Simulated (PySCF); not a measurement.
SMILES N[SiH2]Cl (H₄ClNSi) at its PBE0/def2-SVP optimised geometry (Å):

```
7

N      1.0475    -0.6072     0.0000
Si    -0.6663    -0.6072     0.0000
Cl    -1.5545     1.2825     0.0000
H      1.5545    -0.3347     0.8351
H      1.5545    -0.3351    -0.8353
H     -1.1316    -1.2825    -1.2394
H     -1.1316    -1.2820     1.2396
```

Calculation: PBE0/def2-TZVP in PySCF.

Map of the log10 of the electron density (e/bohr³), floored at −4 on the plane z = 1.0 Å:

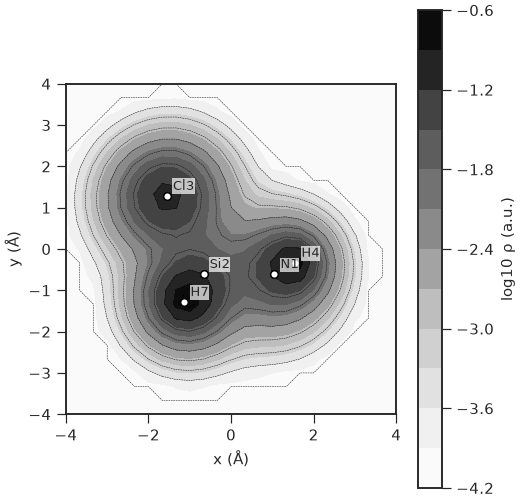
Figure: Log10 of the electron density (e/bohr³), floored at −4 on the plane z = 1.0 Å.
